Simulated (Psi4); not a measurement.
# Interaction calculation of NBrClOF (part 1 of 2)

- system: NBrClOF
- method: PBEh-3c/def2-mSVP, RKS (Psi4 1.11)

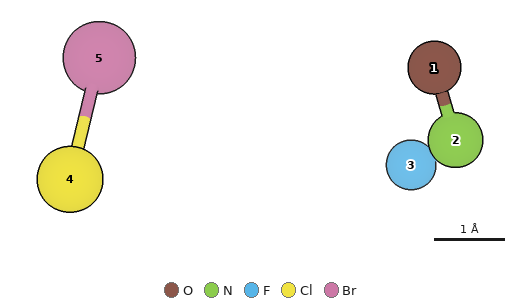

Fig. 1: The input geometry (ball-and-stick view, seen on its broad side; atoms are numbered from 1 in the order of the input). Sticks are drawn by distance; a stretched bond gets none, so the picture shows separate pieces.

The input (calc.py):
```python
import psi4

psi4.set_memory('1600 MB')
psi4.set_num_threads(1)
psi4.core.set_output_file('run.log', False)

molecule = psi4.geometry("""
0 1
O      0.881240     0.243070     0.511850
N      0.147270    -0.481640     0.029090
F     -1.028520     0.238580    -0.540950
--
0 1
Cl    -3.125500     1.914740     3.875540
Br    -2.150120     3.471120     2.785090
units angstrom
symmetry c1
no_reorient
no_com
""")

result = psi4.energy("pbeh-3c", bsse_type='nocp')
print('E =', round(result, 9))
```

Run on 1 thread of AMD EPYC (Zen 3), 24 GiB of memory available, shared host.

Run as:
```bash
python calc.py
```

Log:
```
Psi4 1.11 release

   => Loading Basis Set <=

    Name: DEF2-MSVP
    Role: ORBITAL
    Keyword: BASIS

   => PBEH3C: Empirical Dispersion <=

        s6 =       1.000000
        s8 =       0.000000
        a1 =       0.486000
        a2 =       4.500000

         ---------------------------------------------------------
                                   SCF
                              RKS Reference
                        1 Threads,   1525 MiB Core
         ---------------------------------------------------------

  ==> Geometry <==

    Molecular point group: c1
    Full point group: C1

    Geometry (in Bohr), charge = 0, multiplicity = 1:

       Center              X                  Y                   Z               Mass
    ------------   -----------------  -----------------  -----------------  -----------------
         O            1.665302250799     0.459335729315     0.967256317316    15.994914619570
         N            0.278299966496    -0.910167691065     0.054972132990    14.003074004430
         F           -1.943621114556     0.450850859012    -1.022247347566    18.998403162730

  Running in c1 symmetry.

  Rotational constants: A =      3.25254  B =      0.39501  C =      0.35223 [cm^-1]
  Rotational constants: A =  97508.56437  B =  11842.13840  C =  10559.69358 [MHz]
  Nuclear repulsion =   65.836732024509985

  Charge       = 0
  Multiplicity = 1
  Electrons    = 24
  Nalpha       = 12
  Nbeta        = 12

  ==> Algorithm <==

  SCF Algorithm Type is DF.
  DIIS enabled.
  MOM disabled.
  Fractional occupation disabled.
  Guess Type is SAD.
  Energy threshold   = 1.00e-06
  Density threshold  = 1.00e-06
  Integral threshold = 1.00e-12

  ==> Primary Basis <==

  Basis Set: DEF2-MSVP
    Blend: DEF2-MSVP
    Number of shells: 21
    Number of basis functions: 45
    Number of Cartesian functions: 48
    Spherical Harmonics?: true
    Max angular momentum: 2

  ==> DFT Potential <==

   => LibXC <=

    Version 7.1.2

   => Composite Functional: PBEH3C <=

    PBE Hybrid based 3C composite method with a small basis set, gCP and D3(BJ)

    Deriv               =              1
    GGA                 =           TRUE
    Meta                =          FALSE

    Exchange Hybrid     =           TRUE
    MP2 Hybrid          =          FALSE

   => Exchange Functionals <=

    0.5800     XC_GGA_X_PBE

   => Exact (HF) Exchange <=

    0.4200               HF

   => Correlation Functionals <=

    1.0000     XC_GGA_C_PBE

   => LibXC Density Thresholds  <==

    XC_GGA_C_PBE:  1.00E-12
    XC_GGA_X_PBE:  1.00E-15

   => Molecular Quadrature <=

    Radial Scheme          =       TREUTLER
    Pruning Scheme         =           NONE
    Nuclear Scheme         =       TREUTLER

    Blocking Scheme        =         OCTREE
    BS radius alpha        =              1
    Pruning alpha          =              1
    Radial Points          =             75
    Spherical Points       =            302
    Total Points           =          63801
    Total Blocks           =            550
    Max Points             =            256
    Max Functions          =             44
    Weights Tolerance      =       1.00E-15

   => Loading Basis Set <=

    Name: (DEF2-MSVP AUX)
    Role: JKFIT
    Keyword: DF_BASIS_SCF

  ==> Integral Setup <==

  DFHelper Memory: AOs need 0.004 GiB; user supplied 1.043 GiB.
  SCF_SUBTYPE=INCORE selected. In-core MEM_DF algorithm will be used.
  Using in-core AOs.

  ==> MemDFJK: Density-Fitted J/K Matrices <==

    J tasked:                   Yes
    K tasked:                   Yes
    wK tasked:                   No
    Memory [MiB]:              1068
    Algorithm:                 Core
    Schwarz Cutoff:           1E-12
    Mask sparsity (%):       0.7901
    Fitting Condition:        1E-10

   => Auxiliary Basis Set <=

  Basis Set: (DEF2-MSVP AUX)
    Blend: DEF2-UNIVERSAL-JKFIT
    Number of shells: 75
    Number of basis functions: 231
    Number of Cartesian functions: 279
    Spherical Harmonics?: true
    Max angular momentum: 4

  Cached 100.0% of DFT collocation blocks in 0.074 [GiB].

  Minimum eigenvalue in the overlap matrix is 1.1805702933E-02.
  Reciprocal condition number of the overlap matrix is 3.3960107249E-03.
    Using symmetric orthogonalization.

  ==> Pre-Iterations <==

  SCF Guess: Superposition of Atomic Densities via on-the-fly atomic UHF (no occupation information).

   -------------------------
    Irrep   Nso     Nmo
   -------------------------
     A         45      45
   -------------------------
    Total      45      45
   -------------------------

  ==> Iterations <==

                           Total Energy        Delta E     RMS |[F,P]|

   @DF-RKS iter SAD:  -228.73427321018244   -2.28734e+02   0.00000e+00
   @DF-RKS iter   1:  -229.17944157662612   -4.45168e-01   9.17194e-03 ADIIS/DIIS
   @DF-RKS iter   2:  -229.09202551118813    8.74161e-02   1.48079e-02 ADIIS/DIIS
   @DF-RKS iter   3:  -229.23809681062153   -1.46071e-01   5.94865e-04 ADIIS/DIIS
   @DF-RKS iter   4:  -229.23824876236995   -1.51952e-04   4.82692e-04 ADIIS/DIIS
   @DF-RKS iter   5:  -229.23840753537604   -1.58773e-04   1.63229e-04 ADIIS/DIIS
   @DF-RKS iter   6:  -229.23843226432601   -2.47289e-05   2.21855e-05 DIIS
   @DF-RKS iter   7:  -229.23843386880489   -1.60448e-06   8.68942e-06 DIIS
   @DF-RKS iter   8:  -229.23843408459464   -2.15790e-07   1.43564e-06 DIIS
   @DF-RKS iter   9:  -229.23843408793834   -3.34370e-09   2.30832e-07 DIIS
  Energy and wave function converged.

  ==> Post-Iterations <==

   Electrons on quadrature grid:
      Ntotal   =   23.9999846225 ; deviation = -1.538e-05

    Orbital Energies [Eh]
    ---------------------

    Doubly Occupied:

       1A    -25.094067     2A    -19.654446     3A    -14.891771
       4A     -1.430476     5A     -1.280268     6A     -0.799754
       7A     -0.657346     8A     -0.622643     9A     -0.618165
      10A     -0.468767    11A     -0.462461    12A     -0.392631

    Virtual:

      13A     -0.084474    14A      0.050653    15A      0.372293
      16A      0.646874    17A      0.696501    18A      0.698635
      19A      0.846840    20A      0.856506    21A      0.945009
      22A      0.963105    23A      1.151176    24A      1.214099
      25A      1.233971    26A      1.255960    27A      1.259119
      28A      1.268564    29A      1.302004    30A      1.569749
      31A      1.579458    32A      1.663710    33A      1.728281
      34A      1.903352    35A      1.930482    36A      2.052469
      37A      2.201926    38A      2.521666    39A      2.631268
      40A      2.702590    41A      2.867547    42A      3.059478
      43A     18.751058    44A     25.411934    45A     32.677610

    Final Occupation by Irrep:
              A
    DOCC [    12 ]
    NA   [    12 ]
    NB   [    12 ]

  @DF-RKS Final Energy:  -229.23843408793834

   => Energetics <=

    Nuclear Repulsion Energy =             65.8367320245099847
    One-Electron Energy =                -446.8612657996714574
    Two-Electron Energy =                 166.7603009431235819
    DFT Exchange-Correlation Energy =     -14.9794006158778128
    Empirical Dispersion Energy =           0.0051993599773334
    VV10 Nonlocal Energy =                  0.0000000000000000
    Total Energy =                       -229.2384340879383444

Computation Completed

Properties will be evaluated at   0.000000,   0.000000,   0.000000 [a0]

Properties computed using the SCF density matrix

 Multipole Moments:

 ------------------------------------------------------------------------------------
     Multipole            Electronic (a.u.)      Nuclear  (a.u.)        Total (a.u.)
 ------------------------------------------------------------------------------------

 L = 1.  Multiply by 2.5417464519 to convert [e a0] to [Debye]
 Dipole X            :          2.6407391           -2.2220723            0.4186668
 Dipole Y            :         -1.5465386            1.3611697           -0.1853689
 Dipole Z            :          1.2880291           -1.0773707            0.2106584
 Magnitude           :                                                    0.5040045

 ------------------------------------------------------------------------------------

	total time  =          2 seconds =       0.03 minutes

    Psi4 run time: 0:00:01.92

    -----------------------------------------------------------------------
                               Psi4 1.11 release

    h
    h
    h

    -----------------------------------------------------------------------

    Memory:     1.5 GiB
    Threads:    1
                ecpint, einsums, f̶o̶r̶t̶e̶, gauxc, gcp, g̶d̶m̶a̶, geometric, g̶p̶u̶_̶d̶f̶c̶c̶,
                i̶n̶t̶e̶g̶r̶a̶t̶o̶r̶x̶x̶, i̶p̶i̶, libefp, m̶d̶i̶, m̶p̶2̶d̶, m̶r̶c̶c̶, ooo,
                o̶p̶e̶n̶f̶e̶r̶m̶i̶o̶n̶p̶s̶i̶4̶, pcmsolver, p̶s̶i̶4̶f̶o̶c̶k̶c̶i̶, p̶s̶i̶x̶a̶s̶,
                p̶y̶e̶i̶n̶s̶u̶m̶s̶, r̶e̶s̶p̶, s̶i̶m̶i̶n̶t̶, s̶n̶s̶m̶p̶2̶,
                v̶2̶r̶d̶m̶_̶c̶a̶s̶s̶c̶f̶

  ==> Geometry <==

    Molecular point group: c1
    Full point group: C1

    Geometry (in Bohr), charge = 0, multiplicity = 1:

       Center              X                  Y                   Z               Mass
    ------------   -----------------  -----------------  -----------------  -----------------
         CL          -5.906339005118     3.618334201459     7.323709188257    34.968852682000
         BR          -4.063137936869     6.559466148599     5.263057334751    78.918337600000

  Running in c1 symmetry.

  Rotational constants: A =      0.15430  B =      0.00599  C =      0.00577 [cm^-1]
  Rotational constants: A =   4625.74154  B =    179.61829  C =    172.90439 [MHz]
  Nuclear repulsion =  147.402210938897213

  Charge       = 0
  Multiplicity = 1
  Electrons    = 52
  Nalpha       = 26
  Nbeta        = 26

  ==> Primary Basis <==

  Basis Set: DEF2-MSVP
    Blend: DEF2-MSVP
    Number of shells: 20
    Number of basis functions: 50
    Number of Cartesian functions: 54
    Spherical Harmonics?: true
    Max angular momentum: 2

   => Molecular Quadrature <=

    Radial Scheme          =       TREUTLER
    Pruning Scheme         =           NONE
    Nuclear Scheme         =       TREUTLER

    Blocking Scheme        =         OCTREE
    BS radius alpha        =              1
    Pruning alpha          =              1
    Radial Points          =             75
    Spherical Points       =            302
    Total Points           =          39780
    Total Blocks           =            372
    Max Points             =            254
    Max Functions          =             49
    Weights Tolerance      =       1.00E-15

  ==> Integral Setup <==

  DFHelper Memory: AOs need 0.009 GiB; user supplied 1.074 GiB.
  SCF_SUBTYPE=INCORE selected. In-core MEM_DF algorithm will be used.
  Using in-core AOs.

  ==> MemDFJK: Density-Fitted J/K Matrices <==

    J tasked:                   Yes
    K tasked:                   Yes
    wK tasked:                   No
    Memory [MiB]:              1099
    Algorithm:                 Core
    Schwarz Cutoff:           1E-12
    Mask sparsity (%):       2.4000
    Fitting Condition:        1E-10

   => Auxiliary Basis Set <=

  Basis Set: (DEF2-MSVP AUX)
    Blend: DEF2-UNIVERSAL-JKFIT
    Number of shells: 98
    Number of basis functions: 394
    Number of Cartesian functions: 526
    Spherical Harmonics?: true
    Max angular momentum: 5
```
